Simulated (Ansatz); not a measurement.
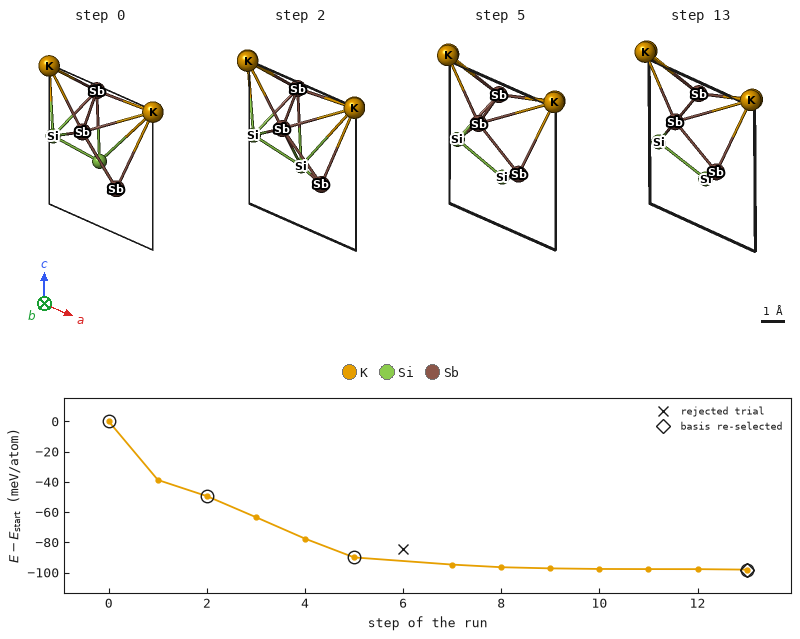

Frames of a relaxation of solid KSi2Sb3 (built on the LaAl2Cu3-65 type type), marked on the history of the run. The picture is a ball-and-stick view of the cell of the calculation, reduced to other axes, seen along the b axis. Lengths and directions refer to the drawn axes.

Case: shaken.

Computed with DFT, PBEsol, plane waves, PAW in Ansatz 0.2.0.

Input
```yaml
crystal:
  lattice:
    - [2.5595703068, -5.7594427426, -0.1126920912]
    - [2.5591329912, 5.7592438935, 0.0671540795]
    - [-0.0439990528, 0.0790131077, 5.1535493344]
  atoms:
    - { symbol: K, position: [-6.06544e-05, 0.0126571079, 0.0045517223] }
    - { symbol: Si, position: [0.4858781023, 0.0211237173, 0.5185466893] }
    - { symbol: Si, position: [0.0374512886, 0.5387266972, 0.5630373073] }
    - { symbol: Sb, position: [0.6487237879, 0.3258149771, 0.0166225656] }
    - { symbol: Sb, position: [0.3216969696, 0.7002593155, 0.0276394105] }
    - { symbol: Sb, position: [0.4588465405, 0.4970074443, 0.4972583074] }
kpoints:
  mp_grid: { grid: [4, 4, 4] }
hamiltonian:
  xc: pbesol
scf:
  occupations: { method: fermi_dirac, width: 0.05 }
relax:
  f_tol: 0.01
  cell: {}
  max_steps: 120
```

Launched with:
```bash
ansatz run input.yaml --threads 2 --pin off --max-ram 2211MiB --backend cpu --events-out ev --progress --plain --runs-dir out
```

### Describe the path.

After 11 accepted moves (13 points after the start) the energy has fallen by 98.0 meV per atom. The largest force component goes from 0.91 to 0.0052 eV/Å. Pressure: 1.82 GPa at the start and −0.01 GPa at the end. The line search rejected the trial step at point 6 of the run. The SCF was repeated once at an unchanged geometry on a basis and grid sized afresh for the cell, which shifted the energy by 0.3 meV per atom at most. The atom that moves furthest relative to the cell is Si2 (0.88 Å along [1 0 −2]). By element the largest moves are Si 0.88 Å, Sb 0.76 Å, K 0.46 Å. The volume changes by +7.3 %, with a 5.119 → 5.230 Å (+2.2 %), b 5.154 → 5.284 Å (+2.5 %), c 6.303 → 6.502 Å (+3.2 %), α 91.2° → 90.3°, β 113.9° → 114.9°, γ 91.0° → 90.0°. Among the contacts that change: K1–Si3 3.859 → 4.878 Å, Si2–Sb5 2.965 → 3.934 Å, Si2–Sb5 (another image) 3.034 → 3.938 Å, K1–Si2 4.053 → 4.884 Å. Among the angles between lasting bonds that change: Sb4–Si2–Sb6 65.4° → 98.8°, Sb4–Si2–Sb4 121.3° → 153.7°, Sb4–Si2–Sb6 66.7° → 97.6°. The space group stays P1 (No. 1). The run took 74 s on 2 threads of Intel(R) Xeon(R) Platinum 8488C (Sapphire Rapids), on a shared host, peak memory 0.58 GiB. From step 0 to 2: Si2 moves most (0.27 Å), volume +4.4 %, energy −49.4 meV per atom. From step 2 to 5: Si2 moves most (0.51 Å), volume +2.4 %, energy −40.5 meV per atom. From step 5 to 13: Si2 moves most (0.18 Å), volume +0.4 %, energy −8.1 meV per atom.

| step | E − E(0), meV/atom | largest force component, eV/Å | pressure, GPa | volume, Å³/atom | note |
| --- | --- | --- | --- | --- | --- |
| 0 | 0.00 | 0.9146 | 1.82 | 25.313 |  |
| 1 | -38.71 | 0.4281 | 0.40 | 25.844 |  |
| 2 | -49.43 | 0.2589 | -0.34 | 26.417 |  |
| 3 | -63.36 | 0.1985 | -0.04 | 26.707 |  |
| 4 | -77.55 | 0.2837 | 0.11 | 27.016 |  |
| 5 | -89.97 | 0.2206 | 0.10 | 27.051 |  |
| 6 | -84.66 | 0.5788 | -0.23 | 27.457 | rejected |
| 7 | -94.72 | 0.1089 | -0.14 | 27.151 |  |
| 8 | -96.46 | 0.0747 | 0.04 | 27.063 |  |
| 9 | -97.22 | 0.0334 | 0.05 | 27.106 |  |
| 10 | -97.61 | 0.0229 | 0.02 | 27.132 |  |
| 11 | -97.70 | 0.0159 | -0.01 | 27.153 |  |
| 12 | -97.73 | 0.0050 | -0.01 | 27.157 |  |
| 13 | -98.05 | 0.0052 | -0.01 | 27.157 | same geometry, new basis |
